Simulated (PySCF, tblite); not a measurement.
# C₅H₉ClFSi radical: geometry, infrared bands and EPR parameters

What infrared bands and EPR parameters should C₅H₉ClFSi radical (`C/C(=C/[SiH]Cl)CCF`) show?

Computed with tblite 0.8.0 and PySCF 2.14.0, with density-fitted response routines of our own, on a single molecule in the gas phase. Atoms are numbered from 0 throughout.

### Step 1. The starting structure

17 atoms, charge 0, multiplicity 2; geometry from: force field or distance geometry start.

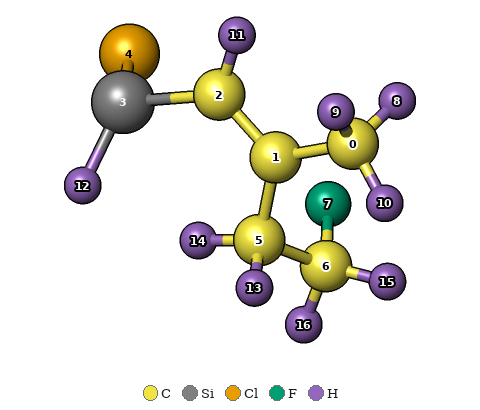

The starting geometry (carbon yellow, silicon grey, chlorine amber, fluorine teal, hydrogen purple), atoms numbered.

### Step 2. Optimising the geometry with GFN2-xTB

Job settings and geometry (Å):

```
{"job": {"kind": "relax", "xc": "GFN2-xTB", "basis": "xTB"}, "charge": 0, "multiplicity": 2}
C     -1.618300    -0.918600     0.762600
C     -0.247800    -0.578900     0.278300
C      0.469000    -1.511300    -0.378600
Si     2.143300    -1.239600    -1.025500
Cl     2.253000    -0.735400    -3.016400
C      0.347800     0.752700     0.549000
C     -0.429300     1.897600    -0.046600
F     -0.458300     1.685600    -1.414700
H     -2.328100    -0.987300    -0.082200
H     -1.619300    -1.921400     1.243200
H     -1.995300    -0.208000     1.526300
H     -0.059500    -2.472600    -0.531700
H      2.977900    -0.401200    -0.151300
H      0.410700     0.881100     1.640800
H      1.388900     0.853100     0.122400
H     -1.409900     2.077700     0.417200
H      0.168200     2.838500     0.097400
```

Command:

```console
OMP_NUM_THREADS=1 python probes_run.py task.json out
```

The driver reads the jobs from task.json and runs them one after another.

Standard output:

```text
step      E/eV     max force
  0    -714.41802    1.886
  1    -714.55270    0.845
  2    -714.59625    0.679
  3    -714.63935    0.495
  4    -714.67309    0.337
  5    -714.68488    0.293
  6    -714.69680    0.239
  7    -714.70573    0.280
  8    -714.71614    0.247
  9    -714.72520    0.206
 10    -714.73280    0.218
 11    -714.73919    0.189
 12    -714.74540    0.183
 13    -714.75124    0.189
 14    -714.75648    0.192
 15    -714.76103    0.167
 16    -714.76490    0.145
 17    -714.76809    0.143
 18    -714.77084    0.110
 19    -714.77349    0.132
 20    -714.77634    0.136
 21    -714.77921    0.126
 22    -714.78160    0.118
 23    -714.78347    0.106
 24    -714.78528    0.131
 25    -714.78724    0.118
 26    -714.78922    0.110
 27    -714.79108    0.113
 28    -714.79300    0.131
 29    -714.79533    0.153
 30    -714.79813    0.147
 31    -714.80112    0.132
 32    -714.80417    0.141
 33    -714.80735    0.122
 34    -714.81087    0.176
 35    -714.81474    0.190
 36    -714.81837    0.136
 37    -714.82140    0.115
 38    -714.82436    0.134
 39    -714.82823    0.192
 40    -714.83373    0.238
 41    -714.84094    0.268
 42    -714.84746    0.399
 43    -714.85098    0.276
 44    -714.86156    0.238
 45    -714.87079    0.213
 46    -714.88128    0.269
 47    -714.89345    0.275
 48    -714.90254    0.219
 49    -714.89402    0.569
 50    -714.91213    0.213
 51    -714.91659    0.198
 52    -714.93447    0.209
 53    -714.93815    0.140
 54    -714.94664    0.172
 55    -714.95361    0.192
 56    -714.95828    0.198
 57    -714.96308    0.234
 58    -714.96907    0.243
 59    -714.97781    0.155
 60    -714.98305    0.109
 61    -714.98586    0.132
 62    -714.98933    0.116
 63    -714.99246    0.142
 64    -714.99603    0.147
 65    -714.99929    0.155
 66    -715.00317    0.139
 67    -715.00557    0.134
 68    -715.00772    0.110
 69    -715.00906    0.090
 70    -715.01030    0.072
 71    -715.01115    0.073
 72    -715.01200    0.099
 73    -715.01321    0.113
 74    -715.01497    0.107
 75    -715.01687    0.096
 76    -715.01864    0.115
 77    -715.02019    0.103
 78    -715.02162    0.090
 79    -715.02281    0.074
 80    -715.02397    0.071
 81    -715.02490    0.063
 82    -715.02551    0.047
 83    -715.02614    0.053
 84    -715.02659    0.045
 85    -715.02700    0.039
 86    -715.02744    0.043
 87    -715.02791    0.052
 88    -715.02834    0.050
 89    -715.02872    0.047
 90    -715.02909    0.050
 91    -715.02947    0.049
 92    -715.02984    0.042
 93    -715.03015    0.038
 94    -715.03041    0.040
 95    -715.03067    0.043
 96    -715.03093    0.044
 97    -715.03125    0.042
 98    -715.03164    0.044
 99    -715.03210    0.055
100    -715.03258    0.066
101    -715.03299    0.065
102    -715.03332    0.053
103    -715.03363    0.045
104    -715.03392    0.044
105    -715.03416    0.042
106    -715.03439    0.042
107    -715.03470    0.041
108    -715.03522    0.052
109    -715.03602    0.070
110    -715.03684    0.066
111    -715.03742    0.060
112    -715.03782    0.049
113    -715.03821    0.051
114    -715.03857    0.037
115    -715.03888    0.030
116    -715.03915    0.034
117    -715.03934    0.031
118    -715.03951    0.031
119    -715.03969    0.032
120    -715.03990    0.033
121    -715.04013    0.037
122    -715.04036    0.036
123    -715.04059    0.032
124    -715.04081    0.036
125    -715.04100    0.042
126    -715.04118    0.038
127    -715.04140    0.030
128    -715.04160    0.031
129    -715.04180    0.028
130    -715.04201    0.030
131    -715.04222    0.035
132    -715.04243    0.041
133    -715.04266    0.032
134    -715.04288    0.042
135    -715.04305    0.038
136    -715.04321    0.033
137    -715.04336    0.026
138    -715.04359    0.034
139    -715.04373    0.035
140    -715.04386    0.028
141    -715.04392    0.015
142    -715.04396    0.013
143    -715.04399    0.014
144    -715.04403    0.017
145    -715.04407    0.016
146    -715.04410    0.010
147    -715.04411    0.008
```

It took 1.3 s on 1 thread of Arm Neoverse V1, shared host.

The steps of the relaxation: (not every step is listed)

```tsv
step	energy from step 0 (eV)	largest force (eV/Å)
0	0.0000	1.8861
1	-0.1347	0.8447
2	-0.1782	0.6792
3	-0.2213	0.4953
4	-0.2551	0.3371
5	-0.2669	0.2934
6	-0.2788	0.2391
7	-0.2877	0.2804
8	-0.2981	0.2468
21	-0.3612	0.1256
34	-0.3929	0.1763
47	-0.4754	0.2751
60	-0.5650	0.1091
73	-0.5952	0.1133
86	-0.6094	0.0427
99	-0.6141	0.0548
112	-0.6198	0.0495
125	-0.6230	0.0422
138	-0.6256	0.0340
142	-0.6259	0.0130
143	-0.6260	0.0140
144	-0.6260	0.0172
145	-0.6261	0.0160
146	-0.6261	0.0100
147	-0.6261	0.0078
```

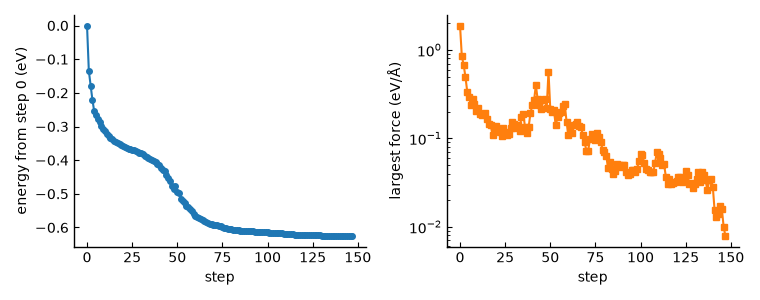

Energy and largest force along the relaxation.

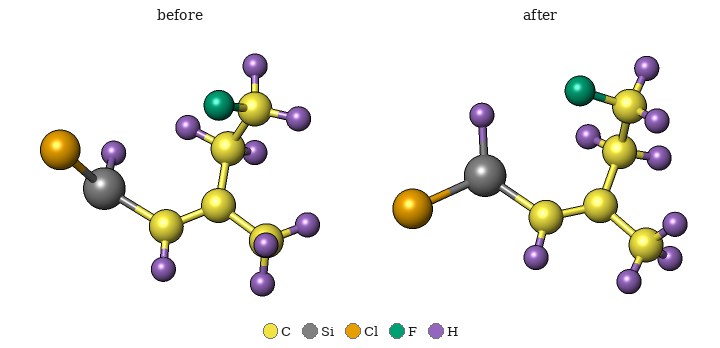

Before and after, at one scale.

Close pairs (by a distance rule), those that changed most:

```tsv
bond	before (Å)	after (Å)	change (Å)
C5–H14	1.130	1.092	-0.038
C6–H16	1.124	1.095	-0.029
C2–Si3	1.815	1.842	+0.026
C0–H9	1.112	1.087	-0.025
Si3–H12	1.471	1.447	-0.024
C2–H11	1.108	1.086	-0.022
C5–C6	1.506	1.527	+0.021
C1–C5	1.484	1.502	+0.019
```

The end geometry stands in the next job.

### Step 3. Infrared spectrum with GFN2-xTB

Job settings and geometry (Å):

```
{"job": {"kind": "ir", "xc": "GFN2-xTB", "basis": "xTB"}, "charge": 0, "multiplicity": 2}
C     -1.607977    -0.994443     0.870254
C     -0.273669    -0.544045     0.360859
C      0.455435    -1.282991    -0.494309
Si     2.141002    -0.920580    -1.141646
Cl     2.690667    -2.283999    -2.553426
C      0.179453     0.806277     0.838199
C     -0.306263     1.929370    -0.076061
F      0.288489     1.844171    -1.311789
H     -2.378886    -0.259468     0.636916
H     -1.894825    -1.946811     0.432891
H     -1.579965    -1.105185     1.955584
H      0.052958    -2.251375    -0.774894
H      2.602690     0.390629    -1.544754
H     -0.218425     1.005751     1.835091
H      1.270131     0.838183     0.877194
H     -1.386193     1.873324    -0.246009
H     -0.041619     2.913224     0.325989
```

Standard output:

```text
mode    cm-1     km/mol
  1      41.0      0.18
  2      65.9      3.10
  3      85.1      1.92
  4     106.4      5.62
  5     122.1      0.86
  6     178.6      4.43
  7     189.1      6.95
  8     219.3      0.56
  9     335.4     34.68
 10     374.1     29.53
 11     386.1      1.42
 12     436.2      7.98
 13     510.9    131.12
 14     548.0     10.58
 15     634.5    190.64
 16     764.6      8.90
 17     795.4     22.79
 18     876.5      1.75
 19     888.6     17.58
 20     980.8      3.95
 21    1001.3      3.26
 22    1026.1      1.42
 23    1061.0     55.92
 24    1072.8     25.90
 25    1151.5     15.19
 26    1197.3      2.15
 27    1224.3     13.73
 28    1287.7      1.92
 29    1322.3      9.32
 30    1333.4      2.29
 31    1402.9      2.22
 32    1444.1      3.71
 33    1452.0      6.37
 34    1478.8      5.35
 35    1482.2      5.57
 36    1596.3     35.56
 37    2377.8    186.08
 38    2936.8     38.55
 39    2949.2     20.25
 40    2977.1     19.76
 41    2980.9     38.48
 42    2981.7     27.94
 43    2999.7     62.72
 44    3008.6     24.92
 45    3050.4     27.93
```

Run time: 0.73 s. Hardware: 1 thread of Arm Neoverse V1, shared host.

The strongest bands and the atoms that carry them (share of the mass-weighted mode):

```tsv
cm⁻¹	km/mol	atoms
511	131.1	Si3 51 %, Cl4 27 %
634	190.6	H12 91 %
1061	55.9	H9 17 %, C6 14 %
1596	35.6	C1 56 %, C2 35 %
2378	186.1	H12 97 %
2937	38.5	H16 82 %
2981	38.5	H13 45 %, H14 44 %
3000	62.7	H8 72 %, H10 21 %
```

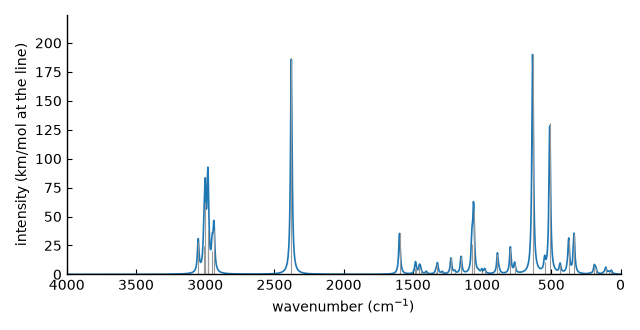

The infrared spectrum from these modes, unscaled. Lines are broadened to a width of 14 cm⁻¹ (Lorentzian).

### Step 4. g tensor and hyperfine couplings: B3LYP/pcH-1

Settings changed since step 3:

```diff
@@ -1,2 +1,2 @@
-{"job": {"kind": "ir", "xc": "GFN2-xTB", "basis": "xTB"}, "charge": 0, "multiplicity": 2}
+{"job": {"kind": "epr", "basis": "pcH-1"}, "charge": 0, "multiplicity": 2}
 C     -1.607977    -0.994443     0.870254
```

With the program's defaults for keys left out, this is: UKS B3LYP, pcH-1 on C Cl F H Si, non-relativistic, mean-field spin-orbit, GIAO.

Standard output:

```text
UKS, coarse grid
  cycle   1  E = -1045.40813035  |g| = 4.86e-01
  cycle   2  E = -1045.32145671  |g| = 6.72e-01
  cycle   3  E = -1045.50391038  |g| = 6.89e-02
  cycle   4  E = -1045.50543370  |g| = 4.10e-02
  cycle   5  E = -1045.50615927  |g| = 8.24e-03
  cycle   6  E = -1045.50618713  |g| = 6.80e-03
  cycle   7  E = -1045.50621366  |g| = 1.21e-03
  cycle   8  E = -1045.50621464  |g| = 5.53e-04
UKS, final grid
  cycle   1  E = -1045.50612783  |g| = 6.05e-04
  cycle   2  E = -1045.50612771  |g| = 8.48e-04
  cycle   3  E = -1045.50612805  |g| = 1.56e-04
  cycle   4  E = -1045.50612807  |g| = 6.38e-05
  cycle   5  E = -1045.50612808  |g| = 4.46e-05
  cycle   6  E = -1045.50612808  |g| = 1.45e-05
E = -1045.50612808 Eh   <S^2> = 0.7582 (exact 0.7500)
g shifts (ppm)      1          2          3
  rmc          -158       -158       -158
  gc             19         57         54
  oz_so        -147       2550       5767
  total        -286       2449       5663
hyperfine (MHz)  atom isotope    a_iso     a_fc   dipolar eigenvalues
    0   13C      -5.01      -5.01     -0.62     -0.08      0.70
    1   13C      19.49      19.55    -18.29    -17.20     35.48
    2   13C      15.84      15.82    -15.73      3.55     12.18
    3  29Si    -406.33    -407.06   -156.98     77.88     79.10
    4  35Cl      14.94      14.75    -17.17    -15.06     32.23
    5   13C      -5.96      -5.96     -0.72      0.24      0.47
    6   13C      12.69      12.69     -1.01     -0.81      1.82
    7   19F      19.18      19.19     -5.61     -5.39     11.00
    8    1H      18.07      18.06     -1.42     -1.32      2.75
    9    1H       0.68       0.68     -1.25     -1.19      2.45
   10    1H      27.43      27.42     -1.43     -1.09      2.52
   11    1H       8.22       8.21     -3.62     -0.54      4.15
   12    1H      60.05      60.02     -8.89      1.31      7.58
   13    1H       7.00       7.00     -1.50     -0.96      2.46
   14    1H       2.80       2.80     -3.26     -1.18      4.44
   15    1H      -0.45      -0.45     -1.28     -0.84      2.12
   16    1H       4.48       4.48     -0.86     -0.68      1.54
```

Run time: 2.2 min. Hardware: 1 thread of Arm Neoverse V1, shared host; peak memory 1.1 GiB.

Principal g values 2.00203, 2.00477, 2.00798; g(iso) = 2.00493, against 2.00232 for a free electron.

Mean a(iso) over the nuclei that a row names, and the largest dipolar term of the row (other rows stand at the frozen geometry):

```tsv
nuclei	isotope	a(iso) (MHz)	a(iso) (G, at g = 2.0023)	largest dipolar term (MHz)
Si3	29Si	-406.3	-145.0	-157.0
H12	1H	60.1	21.4	-8.9
C1	13C	19.5	7.0	35.5
F7	19F	19.2	6.8	11.0
C2	13C	15.8	5.7	-15.7
H8, H9, H10	1H	15.4	5.5	2.7
Cl4	35Cl	14.9	5.3	32.2
C6	13C	12.7	4.5	1.8
H11	1H	8.2	2.9	4.2
C5	13C	-6.0	-2.1	-0.7
C0	13C	-5.0	-1.8	0.7
H13, H14	1H	4.9	1.7	4.4
H15, H16	1H	2.0	0.7	2.1
```

Mulliken spin populations:

C0 -0.02; C1 0.21; C2 -0.11; Si3 0.82; Cl4 0.05; C5 -0.02; C6 0.01; F7 0.00; H8 0.01; H9 0.00; H10 0.01; H11 0.01; H12 0.01; H13 0.00; H14 0.00; H15 0.00; H16 0.00

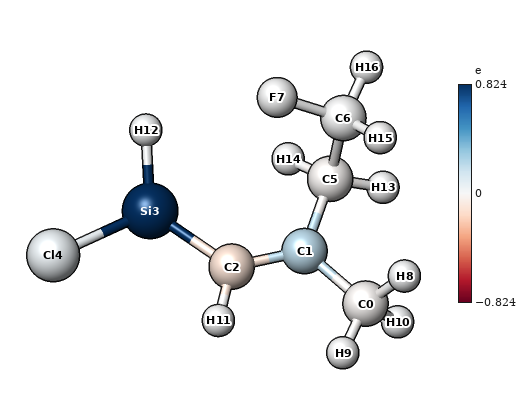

Mulliken spin populations, as colours on the atoms.

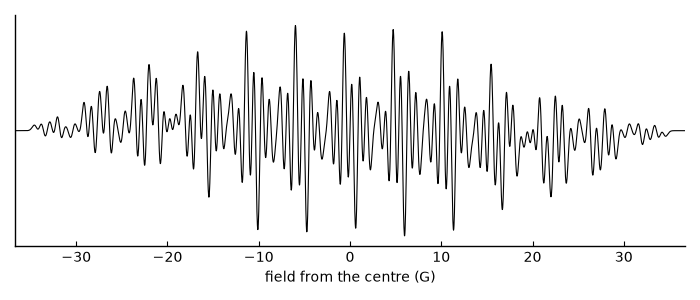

First-order isotropic spectrum (first derivative, main isotopes with spin only, couplings over 0.8 MHz, Gaussian width 0.3 G; couplings of the frozen geometry, rotation of groups not averaged beyond the rows shown).

Orbitals, density, ELF and potential are computed afterwards from the orbital file.

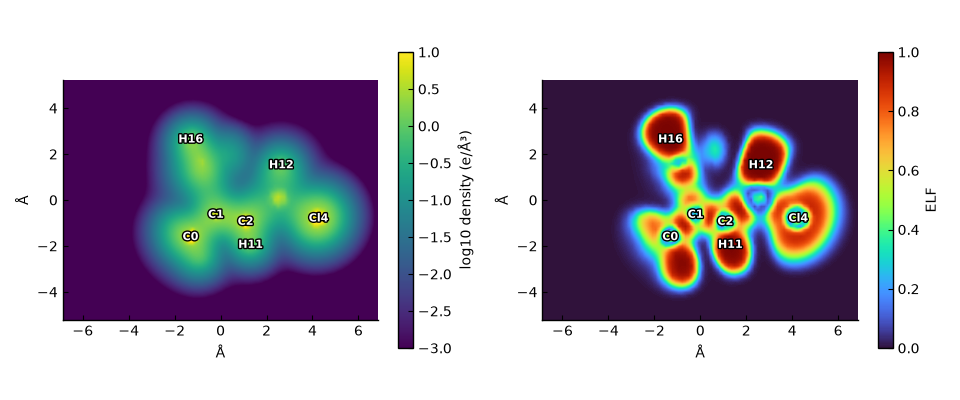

Density (left) and ELF (right) in a plane through or near 7 of the atoms.

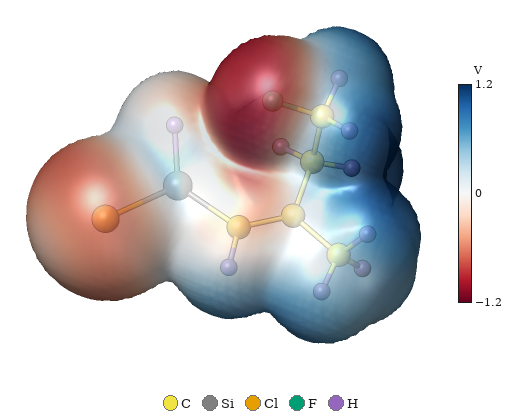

The potential that a unit positive charge feels on the 0.002 e/bohr³ surface, from -0.98 V near F7 to 1.20 V near H15.

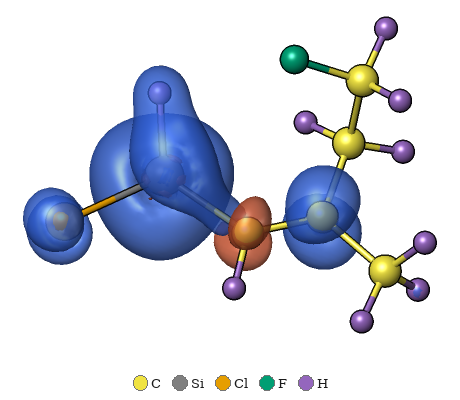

Spin density at ±0.02 e/Å³ (alpha excess blue, beta excess red).

### Step 5. What came out

| quantity | value |
| --- | --- |
| strongest single infrared mode (GFN2-xTB) | 634 cm⁻¹, 191 km/mol |
| zero-point energy (GFN2-xTB) | 79.1 kcal/mol |
| g(iso) (B3LYP) | 2.00493 |
| ⟨S²⟩ | 0.758 (exact 0.75) |
| largest a(iso) (averaged by class) | 29Si on Si3, -406.3 MHz |
| potential on the surface of density 0.002 e/bohr³, 1st and 99th percentile | -0.98 V and 1.20 V |

In words: Relaxing lowered the energy by 0.626 eV in 147 steps; the close pair that moved most is C5–H14, from 1.130 to 1.092 Å. All 45 modes are real, so the xTB geometry is a minimum. The strongest single mode, at 634 cm⁻¹, moves mainly H12. GFN2-xTB is a fitted tight-binding method: band positions and strengths are rough. Its intensities can rank the bands wrongly. Most of the unpaired spin sits on Si3 (0.82 e). The isotropic g lies 2.6 ppt above the free-electron value. These values are for one conformer; the search (at its own cheap level) found 2 more, at 1.12, 3.51 kcal/mol, and measured spectra average over such forms.
